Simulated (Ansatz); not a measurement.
## SnH4SCl2: geometry relaxation (part 2 of 2)

SnH4SCl2; RKS PBE0/def2-SVP (Ansatz 0.2.0). It belongs to a series of runs on one base structure; here: end point B relaxed.

Geometry of the input (Å):
```
Sn 0.3842  0.5758  -0.3023
H  -0.0422  -0.2213  2.5049
Cl 2.1281  -0.2250  -1.6515
Cl -1.1344  1.7331  -1.6513
H  -0.4018  -0.7894  0.3320
S  1.3095  2.2854  1.1549
H  2.3685  1.5144  1.4946
H  0.2270  0.4326  2.6352
```

Trajectory as extended XYZ, continued
```
8
Properties=species:S:1:pos:R:3:forces:R:3 step=6 energy=-41756.19699
Sn    0.4331    0.6636   -0.5025   -0.0573  -0.0214  -0.0059
H    -0.1308   -0.4281    3.2640   -0.0189  -0.0448   0.0276
Cl    2.1879   -0.1626   -1.8160    0.0114  -0.0047   0.0010
Cl   -1.0641    1.7960   -1.8922   -0.0073   0.0066  -0.0140
H    -0.3691   -0.6631    0.2081    0.0169   0.0128  -0.0269
S     1.3208    2.3188    0.9923   -0.0165   0.0033  -0.0037
H     2.3833    1.5353    1.2823    0.0497   0.0020   0.0256
H     0.0779    0.2459    2.9804    0.0220   0.0462  -0.0036
8
Properties=species:S:1:pos:R:3:forces:R:3 step=7 energy=-41756.19813
Sn    0.4198    0.6682   -0.5325   -0.0367  -0.0129  -0.0175
H    -0.1201   -0.4367    3.4078    0.0647   0.2471  -0.1493
Cl    2.2144   -0.1392   -1.8053   -0.0141  -0.0166   0.0057
Cl   -1.0417    1.8174   -1.9497    0.0091  -0.0135   0.0076
H    -0.4051   -0.6567    0.1568    0.0187   0.0128  -0.0404
S     1.2990    2.2966    0.9950    0.0229  -0.0028   0.0333
H     2.4053    1.5474    1.2133   -0.0063   0.0279   0.0014
H     0.0674    0.2087    3.0310   -0.0584  -0.2420   0.1593
8
Properties=species:S:1:pos:R:3:forces:R:3 step=8 energy=-41756.20224
Sn    0.4111    0.6695   -0.5357   -0.0197  -0.0109   0.0003
H    -0.1301   -0.4463    3.4301   -0.0037   0.0037  -0.0048
Cl    2.2154   -0.1570   -1.7806    0.0122   0.0042   0.0010
Cl   -1.0218    1.8307   -1.9711    0.0015   0.0004  -0.0047
H    -0.4319   -0.6600    0.1164   -0.0051   0.0037  -0.0042
S     1.2752    2.2817    1.0217   -0.0118   0.0064   0.0064
H     2.4319    1.5948    1.1592    0.0182  -0.0057  -0.0048
H     0.0891    0.1922    3.0766    0.0083  -0.0017   0.0106
8
Properties=species:S:1:pos:R:3:forces:R:3 step=9 energy=-41756.19538 accepted=F
Sn    0.3815    0.6674   -0.5443    0.0133   0.0130   0.0116
H    -0.1502   -0.4604    3.5010   -0.0314  -0.0660   0.0369
Cl    2.2459   -0.1448   -1.7123   -0.0213   0.0076   0.0086
Cl   -0.9824    1.8537   -2.0301    0.0190  -0.0170   0.0062
H    -0.5055   -0.6617    0.0502    0.0048   0.0214  -0.0065
S     1.2299    2.2344    1.0723    0.6497  -0.3322  -0.0380
H     2.4858    1.6583    1.0152   -0.6670   0.3104   0.0164
H     0.1338    0.1588    3.1646    0.0330   0.0628  -0.0353
8
Properties=species:S:1:pos:R:3:forces:R:3 step=10 energy=-41756.20414
Sn    0.3914    0.6686   -0.5415    0.0090   0.0133  -0.0130
H    -0.1486   -0.4536    3.4671    0.0205   0.0403  -0.0205
Cl    2.2333   -0.1423   -1.7431   -0.0057  -0.0079   0.0106
Cl   -0.9957    1.8392   -2.0158    0.0043  -0.0032   0.0075
H    -0.4806   -0.6573    0.0784    0.0011   0.0031  -0.0032
S     1.2498    2.2569    1.0457    0.1457  -0.0932   0.0168
H     2.4513    1.6214    1.0876   -0.1558   0.0882  -0.0200
H     0.1381    0.1729    3.1382   -0.0191  -0.0405   0.0219
8
Properties=species:S:1:pos:R:3:forces:R:3 step=11 energy=-41756.20445
Sn    0.3884    0.6704   -0.5456   -0.0181  -0.0022   0.0353
H    -0.1523   -0.4618    3.4795    0.0191   0.0381  -0.0164
Cl    2.2442   -0.1555   -1.7158   -0.0129   0.0171   0.0043
Cl   -0.9857    1.8518   -2.0239    0.0175  -0.0075  -0.0109
H    -0.4962   -0.6518    0.0646   -0.0048   0.0008  -0.0126
S     1.2315    2.2359    1.0730    0.2762  -0.1474  -0.0275
H     2.4645    1.6534    1.0280   -0.2581   0.1433   0.0092
H     0.1445    0.1632    3.1568   -0.0187  -0.0423   0.0185
8
Properties=species:S:1:pos:R:3:forces:R:3 step=12 energy=-41756.20540
Sn    0.3760    0.6621   -0.5223    0.0314  -0.0029  -0.0558
H    -0.1562   -0.4704    3.4897    0.0023   0.0126  -0.0052
Cl    2.2333   -0.1471   -1.7011    0.0094  -0.0117   0.0219
Cl   -0.9568    1.8481   -2.0350   -0.0117   0.0084   0.0135
H    -0.5279   -0.6635    0.0512    0.0051   0.0231   0.0207
S     1.2370    2.2175    1.0961    0.2637  -0.1155   0.0002
H     2.4975    1.7073    0.9786   -0.2991   0.1049  -0.0056
H     0.1360    0.1517    3.1593   -0.0011  -0.0189   0.0101
8
Properties=species:S:1:pos:R:3:forces:R:3 step=13 energy=-41756.21233
Sn    0.3755    0.6647   -0.5253    0.0525   0.1166   0.0857
H    -0.2002   -0.5166    3.5409   -0.0033  -0.0010   0.0001
Cl    2.2445   -0.1826   -1.6556    0.0063   0.0018   0.0043
Cl   -0.9148    1.8639   -2.0657    0.0082   0.0005  -0.0054
H    -0.5667   -0.6266    0.0551   -0.0182  -0.0200   0.0180
S     1.2440    2.1908    1.1319   -0.0090  -0.1145  -0.1029
H     2.5140    1.8339    0.8247   -0.0427   0.0193  -0.0007
H     0.1427    0.0783    3.2106    0.0062  -0.0026   0.0008
8
Properties=species:S:1:pos:R:3:forces:R:3 step=14 energy=-41756.21539
Sn    0.3697    0.6680   -0.5211    0.0364   0.0392   0.0409
H    -0.2059   -0.5398    3.5517    0.0003   0.0010  -0.0013
Cl    2.2415   -0.2096   -1.6243   -0.0014   0.0044   0.0061
Cl   -0.8762    1.8738   -2.0924    0.0001   0.0022  -0.0120
H    -0.5992   -0.6030    0.0622   -0.0156  -0.0088   0.0051
S     1.2360    2.1769    1.1415   -0.0251  -0.0346  -0.0221
H     2.5063    1.8985    0.7706    0.0033   0.0007  -0.0181
H     0.1668    0.0408    3.2283    0.0021  -0.0041   0.0014
8
Properties=species:S:1:pos:R:3:forces:R:3 step=15 energy=-41756.20785 accepted=F
Sn    0.3659    0.6737   -0.4913   -0.1031  -0.0505  -0.0689
H    -0.2214   -0.5837    3.5666    0.0741   0.0961  -0.0564
Cl    2.2380   -0.2477   -1.5604   -0.0109   0.0039   0.0311
Cl   -0.7954    1.8753   -2.1358    0.0234   0.0089   0.0276
H    -0.6743   -0.5558    0.0678    0.0425   0.0199   0.0089
S     1.2347    2.1465    1.1904    0.6161  -0.0790  -0.3078
H     2.4870    2.0264    0.6242   -0.5701   0.1001   0.3088
H     0.2044   -0.0290    3.2549   -0.0719  -0.0994   0.0568
8
Properties=species:S:1:pos:R:3:forces:R:3 step=16 energy=-41756.21702
Sn    0.3663    0.6660   -0.5137   -0.0056   0.0134  -0.0051
H    -0.2128   -0.5492    3.5532   -0.0027  -0.0025   0.0009
Cl    2.2426   -0.2222   -1.6005   -0.0046   0.0003  -0.0043
Cl   -0.8524    1.8839   -2.1019    0.0226  -0.0246   0.0181
H    -0.6189   -0.5952    0.0672   -0.0089   0.0080  -0.0086
S     1.2374    2.1529    1.1590   -0.0174   0.0062   0.0155
H     2.4992    1.9476    0.7191    0.0120   0.0013  -0.0166
H     0.1774    0.0220    3.2341    0.0046  -0.0021   0.0002
8
Properties=species:S:1:pos:R:3:forces:R:3 step=17 energy=-41756.21721
Sn    0.3699    0.6648   -0.4959   -0.0653  -0.0328  -0.0799
H    -0.2275   -0.5632    3.5581    0.0239   0.0324  -0.0196
Cl    2.2328   -0.2432   -1.5898    0.0022   0.0010   0.0230
Cl   -0.8118    1.8793   -2.1165    0.0223  -0.0016   0.0342
H    -0.6514   -0.5767    0.0671    0.0190   0.0152   0.0106
S     1.2423    2.1300    1.1902    0.2164  -0.0097  -0.0824
H     2.4902    2.0236    0.6570   -0.1962   0.0333   0.0924
H     0.1944   -0.0089    3.2465   -0.0225  -0.0378   0.0216
8
Properties=species:S:1:pos:R:3:forces:R:3 step=18 energy=-41756.21799
Sn    0.3647    0.6567   -0.5080    0.0112   0.0254   0.0235
H    -0.2323   -0.5744    3.5606    0.0239   0.0292  -0.0174
Cl    2.2436   -0.2592   -1.5673   -0.0300  -0.0079  -0.0117
Cl   -0.8021    1.8994   -2.1149    0.0122  -0.0289  -0.0082
H    -0.6612   -0.5682    0.0806    0.0073   0.0012  -0.0257
S     1.2398    2.1264    1.1748    0.1463   0.0065  -0.0310
H     2.4845    2.0515    0.6358   -0.1489   0.0073   0.0532
H     0.2020   -0.0266    3.2549   -0.0219  -0.0328   0.0174
8
Properties=species:S:1:pos:R:3:forces:R:3 step=19 energy=-41756.21926
Sn    0.3654    0.6659   -0.5029    0.0206  -0.0127   0.0116
H    -0.2337   -0.5794    3.5589    0.0047   0.0041  -0.0040
Cl    2.2280   -0.2722   -1.5715   -0.0050   0.0080   0.0016
Cl   -0.7944    1.8941   -2.1239   -0.0022  -0.0052  -0.0052
H    -0.6533   -0.5659    0.0815   -0.0147   0.0115  -0.0049
S     1.2426    2.1376    1.1788   -0.0153  -0.0029   0.0076
H     2.4796    2.0599    0.6388    0.0145   0.0040  -0.0104
H     0.2047   -0.0343    3.2567   -0.0026  -0.0068   0.0036
8
Properties=species:S:1:pos:R:3:forces:R:3 step=20 energy=-41756.21974
Sn    0.3669    0.6644   -0.4970    0.0113  -0.0091  -0.0017
H    -0.2394   -0.5858    3.5566    0.0063   0.0061  -0.0052
Cl    2.2263   -0.2785   -1.5659   -0.0030  -0.0003   0.0039
Cl   -0.7844    1.8886   -2.1277    0.0000   0.0061  -0.0032
H    -0.6674   -0.5562    0.0832   -0.0011   0.0064   0.0051
S     1.2494    2.1309    1.1862    0.0167  -0.0031  -0.0092
H     2.4782    2.0879    0.6204   -0.0261   0.0027   0.0055
H     0.2093   -0.0456    3.2607   -0.0041  -0.0087   0.0048
```

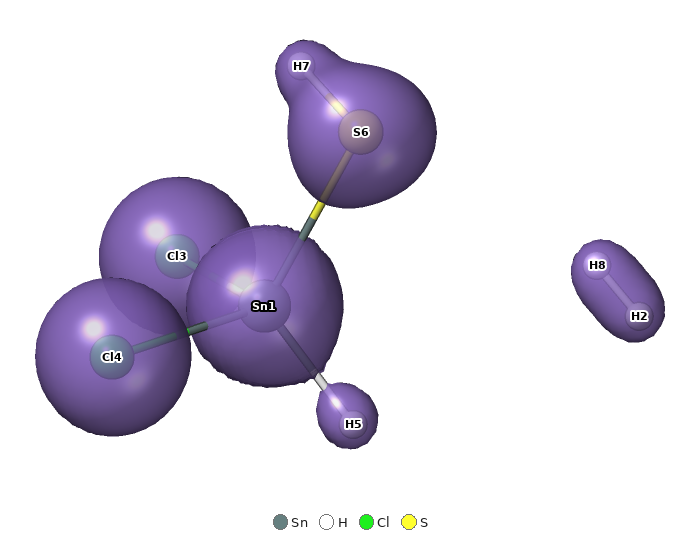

Isosurface of the total electron density at 0.8 e/Å³ (purple), seen face on. At this value the surface falls into six separate pieces. It is pinched off along the S···H (3.18 Å), Sn–Cl (2.34 Å) and Sn–S (2.40 Å) contacts. On the grid the lowest density along these lines, outside the cores, is 0.03 e/Å³ (S···H, 3.18 Å), 0.54 e/Å³ (Sn–Cl, 2.34 Å), 0.55 e/Å³ (Sn–S, 2.40 Å) and 1.7 e/Å³ (H–H, 0.76 Å).

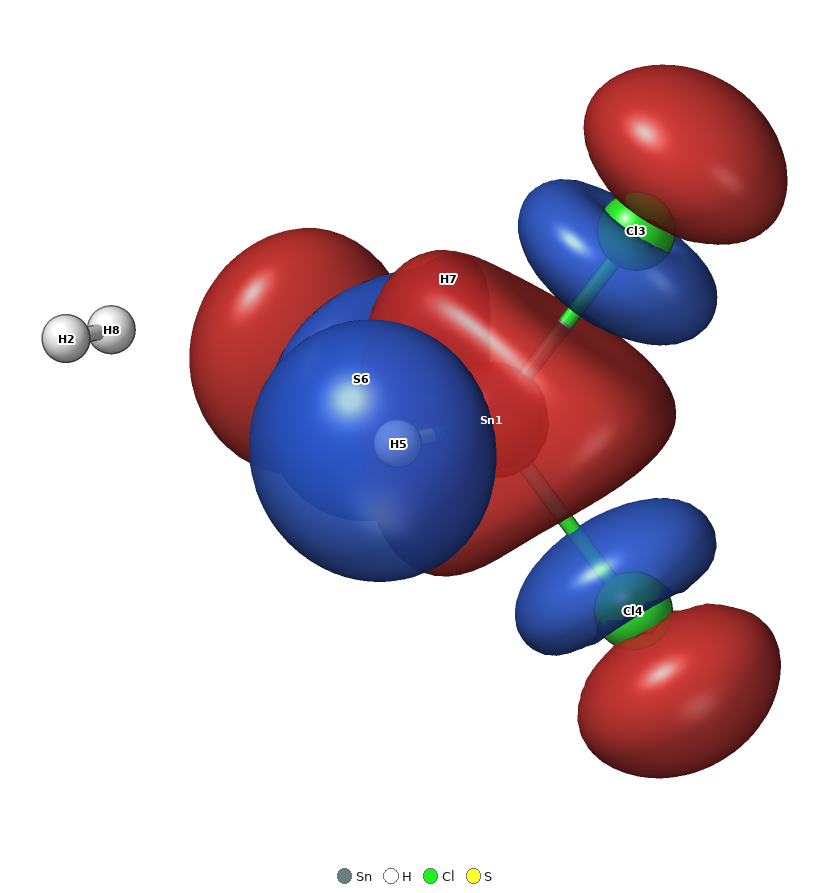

The LUMO at ±0.06 Å⁻³ᐟ² (blue and red are the two phases), seen at an oblique angle. Its weight (Hirshfeld) is mainly on Sn1 (35 %), S6 (20 %), Cl3 (15 %), Cl4 (15 %) and H5 (10 %). Its energy is −2.07 eV.
